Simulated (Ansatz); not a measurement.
# C2H3Cl2F (1,1-dichloro-1-fluoroethane) at HF/def2-SV(P)

Aim: the vertical electron affinity of C2H3Cl2F (1,1-dichloro-1-fluoroethane) at HF/def2-SV(P), from 2 runs. 

Program for the calculation: Ansatz 0.2.0.

3 further runs of the same task are left out: 3 for a known fault of the program.

### Step 1. Starting point

C2H3Cl2F has 8 atoms, charge 0, and is taken as a singlet. As SMILES, `CC(F)(Cl)Cl`. The shape is that of a PBE0-D4/def2-TZVP optimisation.

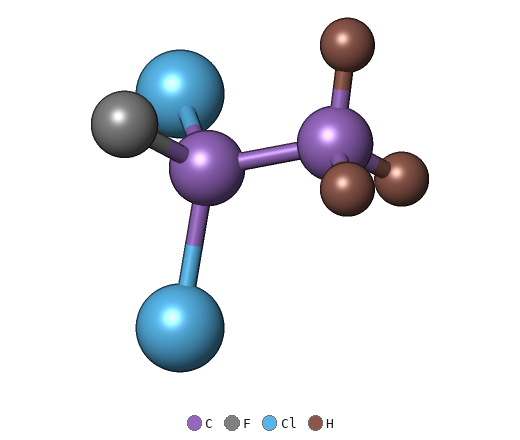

The structure, seen from a chosen angle (carbon purple, fluorine grey, chlorine blue, hydrogen brown).

### Step 2. Energy and forces at HF/def2-SV(P)

Input file in.yaml:

```yaml
crystal:
  periodic: [false, false, false]
  atoms:
    - {symbol: C, position_ang: [-0.133500, -0.505900, 0.646300]}
    - {symbol: C, position_ang: [0.199400, 0.391300, -0.511300]}
    - {symbol: F, position_ang: [1.523600, 0.643200, -0.537400]}
    - {symbol: Cl, position_ang: [-0.232400, -0.372700, -2.055900]}
    - {symbol: Cl, position_ang: [-0.641100, 1.950200, -0.373000]}
    - {symbol: H, position_ang: [0.163400, -0.011800, 1.572000]}
    - {symbol: H, position_ang: [0.414900, -1.442000, 0.535900]}
    - {symbol: H, position_ang: [-1.202100, -0.709300, 0.667600]}
basis:
  gaussian:
    orbitals: def2-SV_P_.json
hamiltonian:
  xc: hf
  pseudopotentials: {relativity: none}
output: {forces: true, orbitals: {seedname: orbitals}}
```

The basis set def2-SV(P) is read from a file made from the Basis Set Exchange's data (not shown).

Command:

```sh
$ ansatz run in.yaml --threads 1 --pin off --max-ram 2610MiB --events-out events.jsonl --progress --plain --runs-dir runs
```

The log of the run:

```text
Warning: RAYON_NUM_THREADS=1 ignored (pool sized by the plan → 1); use --threads N
Functional definition: HF
  name "HF"
  exchange = exact_x
  correlation = 0
839 factors; integrals over basis functions are off by at most 1.2e-3 eV
mean field evaluation 1: about -29805.8663 eV, gradient 3.6e1 eV
mean field evaluation 2: about -29805.9820 eV, gradient 3.6e1 eV
mean field evaluation 4: about -29809.2123 eV, gradient 3.3e0 eV
mean field evaluation 8: about -29809.2620 eV, gradient 2.1e-1 eV
mean field -29809.26229392 eV, -1095.4701838579 hartree, gradient 2.3e-5 eV, S^2 0.000000; 0 other end points of the search recorded, 0 dependent functions left out
the calculation of the forces begins
reference -29809.26229392 eV, -1095.4701838579 hartree; 29, 29 occupied and 55, 55 virtual orbitals, 839 factors
Total energy: -29809.26229392 eV, -1095.4701838579 hartree
Atom 0 at    -0.133500    -0.505900     0.646300 Å, force     0.020097    -0.104465     0.148244 eV/Å
Atom 1 at     0.199400     0.391300    -0.511300 Å, force     0.658863     0.346633    -0.319595 eV/Å
Atom 2 at     1.523600     0.643200    -0.537400 Å, force    -0.838285    -0.190605     0.059301 eV/Å
Atom 3 at    -0.232400    -0.372700    -2.055900 Å, force     0.067678     0.000853     0.046231 eV/Å
Atom 4 at    -0.641100     1.950200    -0.373000 Å, force     0.072209    -0.026937     0.025291 eV/Å
Atom 5 at     0.163400    -0.011800     1.572000 Å, force     0.014204    -0.023399     0.007919 eV/Å
Atom 6 at     0.414900    -1.442000     0.535900 Å, force     0.009884     0.002801     0.026644 eV/Å
Atom 7 at    -1.202100    -0.709300     0.667600 Å, force    -0.004650    -0.004882     0.005964 eV/Å
Dipole moment:    -0.154950    -0.264423     0.327418 e Å
```

Wall time 1.1 s (1 thread of Arm Neoverse V2, shared host); peak memory 0.28 GiB.

### Step 3. The doublet anion at the same level

Edit in.yaml of step 2 so:

```diff
@@ -14,2 +14,6 @@
     orbitals: def2-SV_P_.json
+total_charge: -1
+magnetization:
+  spin_polarized: true
+  initial_magnetization: 1
 hamiltonian:
```

The basis set def2-SV(P) is read from a file made from the Basis Set Exchange's data (not shown).

Command:

```sh
$ ansatz run in.yaml --threads 1 --pin off --max-ram 2610MiB --events-out events.jsonl --progress --plain --runs-dir runs
```

The log of the run:

```text
Warning: RAYON_NUM_THREADS=1 ignored (pool sized by the plan → 1); use --threads N
Functional definition: HF
  name "HF"
  exchange = exact_x
  correlation = 0
839 factors; integrals over basis functions are off by at most 1.2e-3 eV
mean field evaluation 1: about -29798.8443 eV, gradient 3.3e1 eV
mean field evaluation 2: about -29798.9920 eV, gradient 3.3e1 eV
mean field evaluation 4: about -29804.5232 eV, gradient 2.7e0 eV
mean field evaluation 8: about -29804.6355 eV, gradient 5.9e-1 eV
mean field evaluation 16: about -29805.6547 eV, gradient 6.7e-1 eV
mean field evaluation 32: about -29805.5083 eV, gradient 7.0e-1 eV
mean field evaluation 64: about -29804.3399 eV, gradient 8.8e0 eV
mean field evaluation 96: about -29805.3021 eV, gradient 7.0e0 eV
mean field evaluation 128: about -29801.2681 eV, gradient 2.5e1 eV
mean field -29805.65823868 eV, -1095.3377372706 hartree, gradient 2.3e-5 eV, S^2 0.764992; 3 other end points of the search recorded, 0 dependent functions left out
the calculation of the forces begins
reference -29805.65823868 eV, -1095.3377372706 hartree; 30, 29 occupied and 54, 55 virtual orbitals, 839 factors
Total energy: -29805.65823868 eV, -1095.3377372706 hartree
Atom 0 at    -0.133500    -0.505900     0.646300 Å, force     0.708869     0.053840     0.098529 eV/Å
Atom 1 at     0.199400     0.391300    -0.511300 Å, force     2.392650    -2.254157     3.705130 eV/Å
Atom 2 at     1.523600     0.643200    -0.537400 Å, force     0.596294     0.036722     0.093793 eV/Å
Atom 3 at    -0.232400    -0.372700    -2.055900 Å, force    -0.824494    -3.923718    -5.865944 eV/Å
Atom 4 at    -0.641100     1.950200    -0.373000 Å, force    -2.636087     6.388170     1.610317 eV/Å
Atom 5 at     0.163400    -0.011800     1.572000 Å, force    -0.006741    -0.135903     0.241721 eV/Å
Atom 6 at     0.414900    -1.442000     0.535900 Å, force     0.002632    -0.187131     0.203412 eV/Å
Atom 7 at    -1.202100    -0.709300     0.667600 Å, force    -0.233125     0.022178    -0.086958 eV/Å
Dipole moment:     0.103317    -0.286902     0.421939 e Å
```

Wall time 6.3 s (1 thread of Arm Neoverse V2, shared host); peak memory 0.28 GiB.

### Step 4. Outcome

At HF/def2-SV(P):

| quantity | value |
| --- | --- |
| singlet C2H3Cl2F: total energy | -1095.47018 Eh |
| singlet C2H3Cl2F: dipole moment | 2.15 D |
| singlet C2H3Cl2F: HOMO energy | -12.20 eV |
| singlet C2H3Cl2F: LUMO energy | 4.81 eV |
| singlet C2H3Cl2F: HOMO–LUMO gap | 17.01 eV |
| singlet C2H3Cl2F: largest force on an atom | 0.862 eV/Å |
| doublet anion: total energy | -1095.33774 Eh |
| doublet anion: HOMO energy (highest over α and β) | 2.21 eV |
| doublet anion: LUMO energy (lowest over α and β) | 9.55 eV |
| doublet anion: ⟨S²⟩ | 0.765 |
| doublet anion: largest force on an atom | 7.105 eV/Å |
| vertical electron affinity (to the doublet anion) | -3.604 eV |

**Reading.** The anion lies 3.60 eV (83 kcal/mol) above the neutral: the electron isn't bound at this level, and such a value depends on the basis. Without diffuse functions anions come out too high. Hartree–Fock misses the correlation that binds many anions. The largest force (singlet C2H3Cl2F) is 0.86 eV/Å: the shape isn't a stationary point for this species at this level. The HOMO (doublet anion) lies at positive energy, 2.21 eV: the electron is unbound at this level or held by a compact basis; values depend on the basis.
